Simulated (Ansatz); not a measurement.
# Nudged elastic band of TaH₄SCl₃O₂

TaH₄SCl₃O₂, computed with RHF/def2-SVP (Ansatz 0.2.0).

One setting was made poor on purpose. It belongs to a series of runs on one base structure; here: band between the two ends. Figures and captions count atoms from 1; the log counts them from 0 in places.

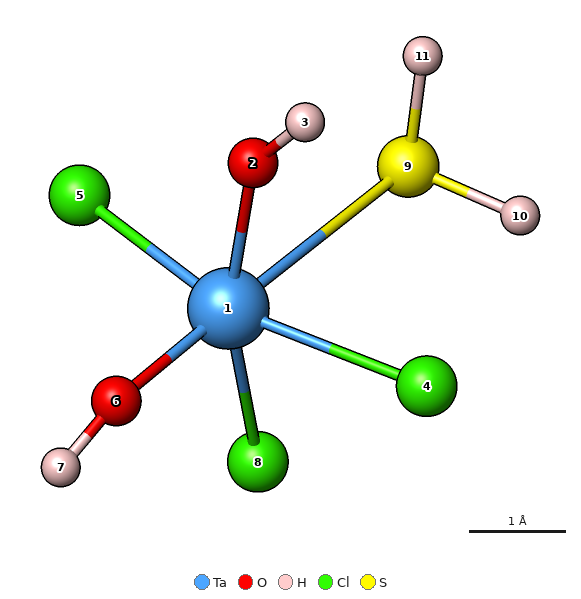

Figure 1. The starting structure (ball-and-stick view, seen at a tilt; atoms are numbered from 1 in the order of the input). Sticks mark near contacts. Bond lengths as drawn: Cl–Ta 2.37 to 2.41 Å, H–O 0.94 Å, H–S 1.34 Å, O–Ta 1.83 to 1.88 Å and S–Ta 3.01 Å.

## Key numbers

```csv
quantity,value
outcome,converged
"barrier, forward",1.216 eV
"barrier, backward",1.021 eV
hardware,"4 threads of AMD EPYC 7571, 32 GiB of memory available, shared host"
wall time,21 min (CPU time 79 min)
peak memory,0.53 GiB
```

## Notes

A deliberately poor setting: straight start. The order of the saddle point was not checked.

## Input file
```yaml
crystal:
  periodic: [false, false, false]
  atoms:
    - { symbol: Ta, position_ang: [-0.025365, -0.03004, -0.042539] }
    - { symbol: O, position_ang: [1.799329, 0.405415, 0.052588] }
    - { symbol: H, position_ang: [2.593882, 0.357097, 0.558359] }
    - { symbol: Cl, position_ang: [0.289342, -1.121884, 2.081711] }
    - { symbol: Cl, position_ang: [-0.037501, 0.397744, -2.372848] }
    - { symbol: O, position_ang: [-0.793255, 1.520739, 0.545058] }
    - { symbol: H, position_ang: [-1.453576, 2.150533, 0.785868] }
    - { symbol: Cl, position_ang: [-2.024288, -1.320592, -0.261683] }
    - { symbol: S, position_ang: [1.064758, -2.639043, -1.086349] }
    - { symbol: H, position_ang: [1.141748, -3.336124, 0.049752] }
    - { symbol: H, position_ang: [2.371226, -2.368846, -1.146016] }
basis:
  gaussian: { orbitals: def2-SVP }
hamiltonian:
  xc: hf
neb:
  order_check: false
  images: 7
  f_tol: 0.05
  max_iterations: 34
  initial_path: linear
  final_atoms:
    - { symbol: Ta, position_ang: [-0.32722785, -0.6119722, -0.15594131] }
    - { symbol: O, position_ang: [1.92081386, 0.15640921, -0.1136303] }
    - { symbol: H, position_ang: [2.31205696, 0.18783991, 0.75203303] }
    - { symbol: Cl, position_ang: [0.29202844, -1.3564645, 2.02724372] }
    - { symbol: Cl, position_ang: [-0.22586195, 0.06147601, -2.42043533] }
    - { symbol: O, position_ang: [-0.54005291, 1.15201221, 0.40164736] }
    - { symbol: H, position_ang: [-0.29861991, 2.06389375, 0.43755606] }
    - { symbol: Cl, position_ang: [-2.51165379, -1.32005012, -0.0798338] }
    - { symbol: S, position_ang: [0.82565766, -2.61919631, -1.07418496] }
    - { symbol: H, position_ang: [0.99323866, -3.31930013, 0.04999152] }
    - { symbol: H, position_ang: [2.48592083, -0.37964881, -0.66054498] }
```

Launch command:
```bash
ansatz run input.yaml --threads 4 --pin off --max-ram 5120MiB --backend cpu --events-out ev --progress --plain --runs-dir out
```

## Output
```
Engine: ansatz 0.2.0, x86_64-unknown-linux-gnu
Functional definition: HF
  exchange = exact_x
  correlation = 0
1544 factors; integrals over basis functions are off by at most 3.0e-4 eV
mean field evaluation 1: about -53981.9730 eV, gradient 5.8e1 eV
mean field evaluation 2: about -53982.2004 eV, gradient 5.9e1 eV
mean field evaluation 4: about -53989.4541 eV, gradient 5.0e0 eV
mean field evaluation 8: about -53989.5560 eV, gradient 5.0e-1 eV
mean field -53989.55746094 eV, -1984.0796412531 hartree, gradient 2.9e-5 eV, S^2 0.000000; 0 other end points of the search recorded, 0 dependent functions left out
the calculation of the forces begins
reference -53989.55746094 eV, -1984.0796412531 hartree; 50, 50 occupied and 102, 102 virtual orbitals, 1544 factors
1546 factors; integrals over basis functions are off by at most 7.1e-4 eV
mean field evaluation 16: about -53982.1952 eV, gradient 5.6e1 eV
mean field -53989.36237829 eV, -1984.0724720981 hartree, gradient 5.5e-5 eV, S^2 0.000000; 0 other end points of the search recorded, 0 dependent functions left out
[... from here on the field's lines of each further geometry are left out, up to the last ...]
NEB iter   1: max|band force component| = 1.304e1 eV/Å  barrier→ = 4.0895 eV  barrier← = 3.8944 eV  Δτ_max = 0.2000 Å  (371 SCF iters)
NEB iter   2: max|band force component| = 3.607e0 eV/Å  barrier→ = 2.1233 eV  barrier← = 1.9282 eV  Δτ_max = 0.2000 Å  (295 SCF iters)
NEB iter   3: max|band force component| = 9.130e0 eV/Å  barrier→ = 1.3394 eV  barrier← = 1.1443 eV  Δτ_max = 0.1026 Å  (292 SCF iters)
NEB iter   4: max|band force component| = 2.027e0 eV/Å  barrier→ = 1.1757 eV  barrier← = 0.9806 eV  Δτ_max = 0.1994 Å  (281 SCF iters)
NEB iter   5: max|band force component| = 3.189e0 eV/Å  barrier→ = 1.3940 eV  barrier← = 1.1989 eV  Δτ_max = 0.1014 Å  (291 SCF iters)
NEB iter   6: max|band force component| = 7.264e-1 eV/Å  barrier→ = 1.2951 eV  barrier← = 1.1001 eV  Δτ_max = 0.2000 Å  (286 SCF iters)
NEB iter   7: max|band force component| = 9.882e-1 eV/Å  barrier→ = 1.3277 eV  barrier← = 1.1326 eV  Δτ_max = 0.1030 Å  (280 SCF iters)
NEB iter   8: max|band force component| = 6.515e-1 eV/Å  barrier→ = 1.2476 eV  barrier← = 1.0525 eV  CI = image 5  Δτ_max = 0.1989 Å  (286 SCF iters)
NEB iter   9: max|band force component| = 2.478e0 eV/Å  barrier→ = 1.2560 eV  barrier← = 1.0609 eV  CI = image 5  Δτ_max = 0.1009 Å  (285 SCF iters)
NEB iter  10: max|band force component| = 5.978e-1 eV/Å  barrier→ = 1.2528 eV  barrier← = 1.0577 eV  CI = image 5  Δτ_max = 0.2000 Å  (285 SCF iters)
NEB iter  11: max|band force component| = 2.969e-1 eV/Å  barrier→ = 1.2459 eV  barrier← = 1.0508 eV  CI = image 5  Δτ_max = 0.1966 Å  (286 SCF iters)
NEB iter  12: max|band force component| = 4.049e0 eV/Å  barrier→ = 1.3040 eV  barrier← = 1.1089 eV  CI = image 2  Δτ_max = 0.0978 Å  (285 SCF iters)
NEB iter  13: max|band force component| = 3.136e0 eV/Å  barrier→ = 1.2400 eV  barrier← = 1.0449 eV  CI = image 5  Δτ_max = 0.1952 Å  (280 SCF iters)
NEB iter  14: max|band force component| = 6.211e0 eV/Å  barrier→ = 1.2378 eV  barrier← = 1.0427 eV  CI = image 5  Δτ_max = 0.0977 Å  (290 SCF iters)
NEB iter  15: max|band force component| = 1.724e0 eV/Å  barrier→ = 1.2343 eV  barrier← = 1.0392 eV  CI = image 5  Δτ_max = 0.1876 Å  (275 SCF iters)
NEB iter  16: max|band force component| = 5.538e-1 eV/Å  barrier→ = 1.2345 eV  barrier← = 1.0394 eV  CI = image 5  Δτ_max = 0.2000 Å  (285 SCF iters)
NEB iter  17: max|band force component| = 1.910e0 eV/Å  barrier→ = 1.2321 eV  barrier← = 1.0370 eV  CI = image 5  Δτ_max = 0.1001 Å  (290 SCF iters)
NEB iter  18: max|band force component| = 4.510e-1 eV/Å  barrier→ = 1.2291 eV  barrier← = 1.0340 eV  CI = image 5  Δτ_max = 0.0729 Å  (285 SCF iters)
NEB iter  19: max|band force component| = 2.269e-1 eV/Å  barrier→ = 1.2266 eV  barrier← = 1.0315 eV  CI = image 5  Δτ_max = 0.0651 Å  (285 SCF iters)
NEB iter  20: max|band force component| = 3.170e-1 eV/Å  barrier→ = 1.2240 eV  barrier← = 1.0290 eV  CI = image 5  Δτ_max = 0.0330 Å  (292 SCF iters)
NEB iter  21: max|band force component| = 3.367e-1 eV/Å  barrier→ = 1.2213 eV  barrier← = 1.0263 eV  CI = image 5  Δτ_max = 0.0165 Å  (286 SCF iters)
NEB iter  22: max|band force component| = 1.964e-1 eV/Å  barrier→ = 1.2203 eV  barrier← = 1.0252 eV  CI = image 5  Δτ_max = 0.0165 Å  (291 SCF iters)
NEB iter  23: max|band force component| = 1.618e-1 eV/Å  barrier→ = 1.2194 eV  barrier← = 1.0243 eV  CI = image 5  Δτ_max = 0.0330 Å  (287 SCF iters)
NEB iter  24: max|band force component| = 2.721e-1 eV/Å  barrier→ = 1.2179 eV  barrier← = 1.0228 eV  CI = image 5  Δτ_max = 0.0165 Å  (286 SCF iters)
NEB iter  25: max|band force component| = 2.079e-1 eV/Å  barrier→ = 1.2174 eV  barrier← = 1.0223 eV  CI = image 5  Δτ_max = 0.0165 Å  (290 SCF iters)
NEB iter  26: max|band force component| = 1.411e-1 eV/Å  barrier→ = 1.2170 eV  barrier← = 1.0219 eV  CI = image 5  Δτ_max = 0.0165 Å  (280 SCF iters)
NEB iter  27: max|band force component| = 1.419e-1 eV/Å  barrier→ = 1.2166 eV  barrier← = 1.0215 eV  CI = image 5  Δτ_max = 0.0329 Å  (278 SCF iters)
NEB iter  28: max|band force component| = 4.009e-1 eV/Å  barrier→ = 1.2164 eV  barrier← = 1.0214 eV  CI = image 5  Δτ_max = 0.0165 Å  (265 SCF iters)
NEB iter  29: max|band force component| = 1.184e-1 eV/Å  barrier→ = 1.2163 eV  barrier← = 1.0212 eV  CI = image 5  Δτ_max = 0.0330 Å  (253 SCF iters)
NEB iter  30: max|band force component| = 1.362e-1 eV/Å  barrier→ = 1.2162 eV  barrier← = 1.0211 eV  CI = image 5  Δτ_max = 0.0165 Å  (267 SCF iters)
NEB iter  31: max|band force component| = 1.658e-1 eV/Å  barrier→ = 1.2161 eV  barrier← = 1.0210 eV  CI = image 5  Δτ_max = 0.0082 Å  (260 SCF iters)
NEB iter  32: max|band force component| = 9.572e-2 eV/Å  barrier→ = 1.2159 eV  barrier← = 1.0209 eV  CI = image 5  Δτ_max = 0.0082 Å  (254 SCF iters)
NEB iter  33: max|band force component| = 6.042e-2 eV/Å  barrier→ = 1.2158 eV  barrier← = 1.0207 eV  CI = image 5  Δτ_max = 0.0082 Å  (255 SCF iters)
the calculation of the forces begins
reference -53989.32488363 eV, -1984.0710941946 hartree; 50, 50 occupied and 102, 102 virtual orbitals, 1546 factors
1545 factors; integrals over basis functions are off by at most 1.0e-3 eV
mean field -53988.34174720 eV, -1984.0349645972 hartree, gradient 1.4e-5 eV, S^2 0.000000; 1 other end points of the search recorded, 0 dependent functions left out
the calculation of the forces begins
reference -53988.34174720 eV, -1984.0349645972 hartree; 50, 50 occupied and 102, 102 virtual orbitals, 1545 factors
NEB iter  34: max|band force component| = 4.034e-2 eV/Å  barrier→ = 1.2157 eV  barrier← = 1.0206 eV  CI = image 5  Δτ_max = 0.0000 Å  (557 SCF iters)
```

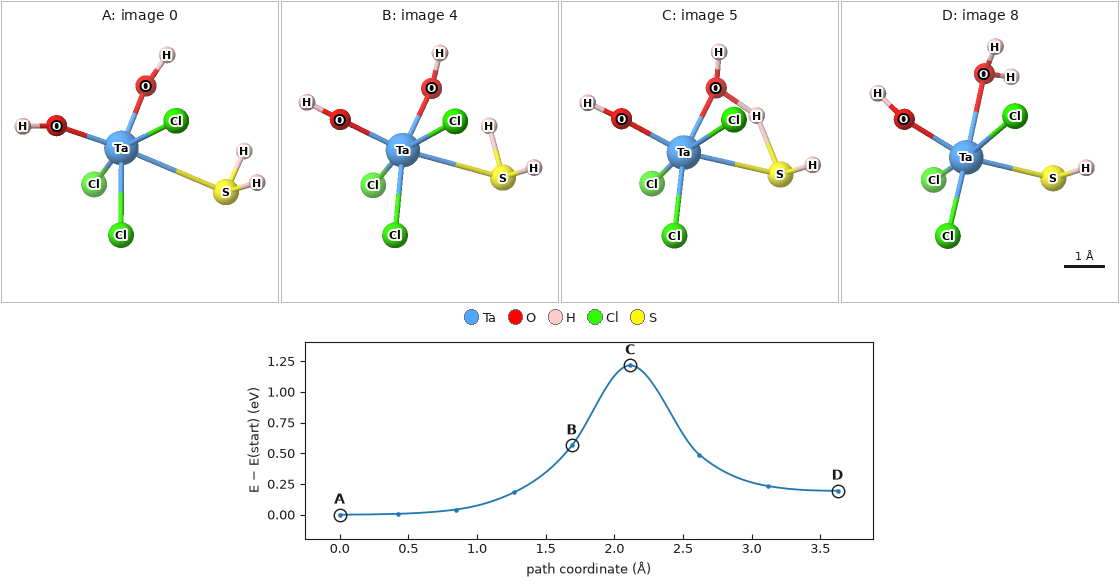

Figure 2. Images of the last band (counted from 0; ball-and-stick, seen at a tilt) above the energy along the path; the line is a cubic interpolation that uses the forces. The highest image is number 5, 1.216 eV above the start and 1.021 eV above the end (the climbing image); the end lies 0.195 eV above the start. The path is 3.63 Å long. The band converged in 34 iterations.

```
Total energy: -53988.34174720 eV, -1984.0349645972 hartree
Atom 0 at    -0.179297    -0.311788    -0.101708 Å, force    -0.000372     0.009468     0.011070 eV/Å
Atom 1 at     1.898334    -0.175155    -0.187927 Å, force    -0.002897     0.004090     0.000382 eV/Å
Atom 2 at     2.487185     0.141212     0.485411 Å, force     0.000195    -0.000506    -0.000639 eV/Å
Atom 3 at     0.178537    -1.244278     2.066870 Å, force    -0.000413    -0.000130     0.001987 eV/Å
Atom 4 at    -0.195728     0.258541    -2.390960 Å, force     0.000707    -0.002773     0.001813 eV/Å
Atom 5 at    -0.445304     1.400693     0.489813 Å, force     0.004660    -0.000831    -0.028635 eV/Å
Atom 6 at    -0.555666     2.328183     0.626382 Å, force    -0.002222    -0.004881     0.018852 eV/Å
Atom 7 at    -2.341926    -1.166788    -0.169584 Å, force    -0.001133    -0.000485    -0.000405 eV/Å
Atom 8 at     1.022601    -2.572059    -1.080065 Å, force     0.007984     0.000612    -0.001179 eV/Å
Atom 9 at     1.104186    -3.286440     0.045704 Å, force    -0.003292     0.003044     0.000459 eV/Å
Atom 10 at     1.953379    -1.357122    -0.620035 Å, force    -0.003217    -0.007608    -0.003706 eV/Å
Dipole moment:     0.524808     0.676202     0.477065 e Å
this run last wrote the band of iteration 34 to [file]
```

## The last band as extended XYZ (Å, eV, eV/Å)
```
11
Properties=species:S:1:pos:R:3:forces:R:3 image=0 energy=-53989.55746
Ta   -0.0254   -0.0300   -0.0425    0.0291   0.0130   0.0139
O     1.7993    0.4054    0.0526   -0.0249  -0.0020  -0.0039
H     2.5939    0.3571    0.5584    0.0041  -0.0018  -0.0032
Cl    0.2893   -1.1219    2.0817   -0.0027  -0.0130   0.0116
Cl   -0.0375    0.3977   -2.3728   -0.0008   0.0052  -0.0100
O    -0.7933    1.5207    0.5451   -0.0009   0.0101  -0.0097
H    -1.4536    2.1505    0.7859    0.0013  -0.0113  -0.0012
Cl   -2.0243   -1.3206   -0.2617   -0.0059  -0.0009   0.0018
S     1.0648   -2.6390   -1.0863    0.0079  -0.0044   0.0003
H     1.1417   -3.3361    0.0498   -0.0003   0.0048  -0.0021
H     2.3712   -2.3688   -1.1460   -0.0070   0.0003   0.0025
11
Properties=species:S:1:pos:R:3:forces:R:3 image=1 energy=-53989.55031
Ta   -0.0832   -0.0646   -0.0494    0.0028   0.0032   0.0088
O     1.7496    0.3558    0.0448    0.0004  -0.0052   0.0012
H     2.5179    0.2953    0.5888    0.0045  -0.0016  -0.0009
Cl    0.2294   -1.1316    2.0919    0.0054   0.0108  -0.0231
Cl   -0.0804    0.3570   -2.3818    0.0049   0.0057   0.0075
O    -0.8299    1.4960    0.5200   -0.0163   0.0158   0.0062
H    -1.1302    2.3415    0.8083   -0.0191  -0.0066   0.0000
Cl   -2.0683   -1.3719   -0.2680    0.0250   0.0059   0.0009
S     1.0624   -2.6524   -1.0806   -0.0135  -0.0036   0.0054
H     1.2149   -3.3181    0.0665   -0.0036  -0.0077   0.0034
H     2.3441   -2.2920   -1.1765    0.0097  -0.0166  -0.0092
11
Properties=species:S:1:pos:R:3:forces:R:3 image=2 energy=-53989.51570
Ta   -0.1321   -0.1099   -0.0580    0.0197   0.0324   0.0029
O     1.7125    0.3034    0.0120   -0.0355   0.0387   0.0346
H     2.4424    0.2649    0.6092    0.0123  -0.0026  -0.0007
Cl    0.2130   -1.1820    2.0733    0.0066   0.0313   0.0089
Cl   -0.1419    0.3017   -2.3898    0.0112   0.0207  -0.0028
O    -0.8304    1.4801    0.5153   -0.0125   0.0089   0.0083
H    -0.8141    2.3922    0.7565   -0.0447   0.0208   0.0149
Cl   -2.1434   -1.3689   -0.2366    0.0220  -0.0217  -0.0093
S     1.0791   -2.6398   -1.0907    0.0247   0.0071   0.0075
H     1.2365   -3.3180    0.0484   -0.0106  -0.0085   0.0070
H     2.3046   -2.1087   -1.0757    0.0067  -0.1270  -0.0713
11
Properties=species:S:1:pos:R:3:forces:R:3 image=3 energy=-53989.37630
Ta   -0.1264   -0.1694   -0.0623    0.0387   0.0987   0.0140
O     1.7504    0.1580   -0.0462   -0.0852   0.1700   0.0768
H     2.4477    0.2629    0.5812    0.0125   0.0152   0.0398
Cl    0.1936   -1.2633    2.0562    0.0170   0.0284   0.0148
Cl   -0.1774    0.2735   -2.3900    0.0239   0.0213   0.0127
O    -0.6839    1.4575    0.5409   -0.1269   0.0820   0.0024
H    -0.7321    2.3886    0.6783   -0.0537   0.0638   0.0434
Cl   -2.2206   -1.2888   -0.2141    0.0502  -0.0282  -0.0041
S     1.0880   -2.6267   -1.1068   -0.0523  -0.0618   0.0060
H     1.2151   -3.3029    0.0367   -0.0078  -0.0404   0.0050
H     2.1719   -1.8744   -0.9098    0.1836  -0.3489  -0.2108
11
Properties=species:S:1:pos:R:3:forces:R:3 image=4 energy=-53988.99367
Ta   -0.1277   -0.2358   -0.0818    0.1942   0.3243   0.0792
O     1.8071    0.0032   -0.1128   -0.2990   0.5200   0.2309
H     2.4599    0.2158    0.5357   -0.0327   0.1398   0.1073
Cl    0.1769   -1.2726    2.0603    0.0005  -0.0383   0.0043
Cl   -0.1919    0.2577   -2.3965    0.0092  -0.0142  -0.0129
O    -0.5406    1.4265    0.5205   -0.1967   0.1537   0.0536
H    -0.6356    2.3538    0.6475   -0.0690   0.1606   0.0564
Cl   -2.2850   -1.2205   -0.1947    0.1494  -0.0135  -0.0042
S     1.0921   -2.5912   -1.1015    0.1129  -0.1078  -0.0424
H     1.1698   -3.2826    0.0376    0.0488  -0.0226   0.0111
H     2.0012   -1.6393   -0.7505    0.0825  -1.1020  -0.4832
11
Properties=species:S:1:pos:R:3:forces:R:3 image=5 energy=-53988.34175
Ta   -0.1793   -0.3118   -0.1017   -0.0004   0.0095   0.0111
O     1.8983   -0.1752   -0.1879   -0.0029   0.0041   0.0004
H     2.4872    0.1412    0.4854    0.0002  -0.0005  -0.0006
Cl    0.1785   -1.2443    2.0669   -0.0004  -0.0001   0.0020
Cl   -0.1957    0.2585   -2.3910    0.0007  -0.0028   0.0018
O    -0.4453    1.4007    0.4898    0.0047  -0.0008  -0.0286
H    -0.5557    2.3282    0.6264   -0.0022  -0.0049   0.0189
Cl   -2.3419   -1.1668   -0.1696   -0.0011  -0.0005  -0.0004
S     1.0226   -2.5721   -1.0801    0.0080   0.0006  -0.0012
H     1.1042   -3.2864    0.0457   -0.0033   0.0030   0.0005
H     1.9534   -1.3571   -0.6200   -0.0032  -0.0076  -0.0037
11
Properties=species:S:1:pos:R:3:forces:R:3 image=6 energy=-53989.06778
Ta   -0.2571   -0.4258   -0.1356   -0.1541  -0.2349  -0.0636
O     1.9696   -0.1614   -0.2241    0.1344   0.0367  -0.0697
H     2.5236    0.1063    0.4975    0.0670  -0.0519   0.0593
Cl    0.2099   -1.2390    2.0588    0.0506  -0.0119  -0.0252
Cl   -0.2018    0.2264   -2.3989    0.0033  -0.0554  -0.0175
O    -0.4097    1.3309    0.4507    0.0322  -0.1699  -0.0777
H    -0.4814    2.2614    0.6030    0.1073  -0.1587  -0.0299
Cl   -2.4392   -1.1282   -0.1340   -0.1920   0.0404   0.0368
S     0.8095   -2.6063   -1.0699   -0.3939  -0.0576  -0.0029
H     1.0273   -3.2881    0.0588   -0.1284   0.0143   0.0114
H     2.1756   -1.0612   -0.5424    0.4737   0.6488   0.1791
11
Properties=species:S:1:pos:R:3:forces:R:3 image=7 energy=-53989.32488
Ta   -0.2985   -0.5181   -0.1543   -0.0151  -0.0475  -0.0038
O     1.9889   -0.0502   -0.2013    0.0064   0.0439   0.0053
H     2.4556    0.1944    0.5882   -0.0270   0.0341   0.0441
Cl    0.2476   -1.3010    2.0364    0.0133  -0.0270  -0.0148
Cl   -0.2280    0.1337   -2.4210   -0.0055  -0.0354  -0.0133
O    -0.3964    1.2464    0.4194    0.0058  -0.0346  -0.0128
H    -0.3279    2.1776    0.5521    0.0657  -0.0345  -0.0165
Cl   -2.5213   -1.0989   -0.0755   -0.0357   0.0160   0.0209
S     0.6988   -2.6347   -1.0695   -0.0508  -0.0109  -0.0059
H     0.8994   -3.3118    0.0637   -0.0560  -0.0114   0.0030
H     2.4081   -0.8222   -0.5745    0.0989   0.1074  -0.0062
11
Properties=species:S:1:pos:R:3:forces:R:3 image=8 energy=-53989.36238
Ta   -0.3309   -0.5655   -0.1459   -0.0028   0.0028  -0.0079
O     1.9598    0.0658   -0.1368    0.0010  -0.0056   0.0069
H     2.3632    0.0791    0.7238    0.0002   0.0008  -0.0091
Cl    0.2699   -1.3318    2.0348    0.0017  -0.0001   0.0096
Cl   -0.2177    0.0858   -2.4163   -0.0022  -0.0037  -0.0004
O    -0.4297    1.2117    0.4014    0.0061   0.0144   0.0013
H    -0.1332    2.1076    0.4277   -0.0053  -0.0123   0.0012
Cl   -2.5529   -1.1396   -0.0380   -0.0055  -0.0006  -0.0015
S     0.6870   -2.6447   -1.0636    0.0035   0.0105  -0.0057
H     0.8262   -3.3463    0.0635   -0.0002  -0.0073   0.0042
H     2.4846   -0.5070   -0.6866    0.0034   0.0010   0.0015
```
